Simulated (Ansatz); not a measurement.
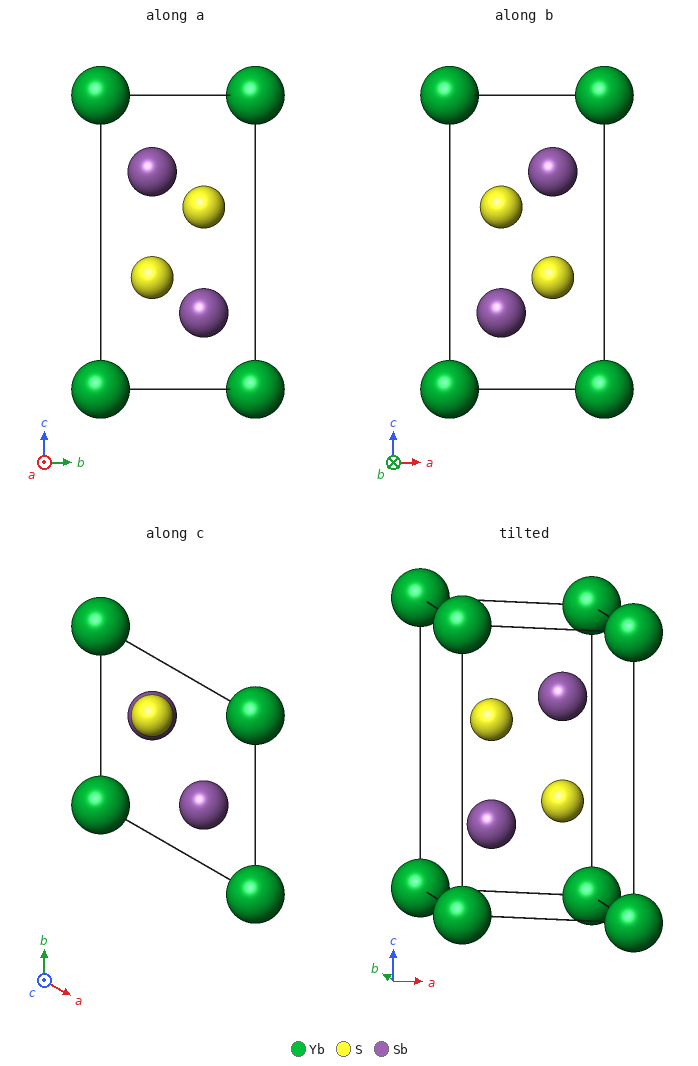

Shown here is a spheres-only view of the crystal, taken along the a axis, along the b axis, along the c axis and slightly off an axis. The frame is the conventional unit cell; atoms at its boundary are shown with their periodic copies.

Lattice parameters: a = 4.711 Å, b = 4.711 Å, c = 7.751 Å, α = 90.00°, β = 90.00°, γ = 120.00°.

### Convert the drawing into a table of Wyckoff sites, with free fractional coordinates to two decimals.

Space group P-3m1 (No. 164).
```tsv
atom	site	x	y	z
Yb	1a	0.00	0.00	0.00
S	2d	0.3333	0.6667	0.62
Sb	2d	0.3333	0.6667	0.26
```

About the cell: it is a generated cell, made by putting these elements into a known structure type (the compound may or may not exist in this form), and it is unrelaxed. It went into a calculation with Ansatz.

At this level of theory the cell isn't at rest (forces up to 0.8 eV/Å), so its distances can differ from those at equilibrium, the more so the softer the solid.
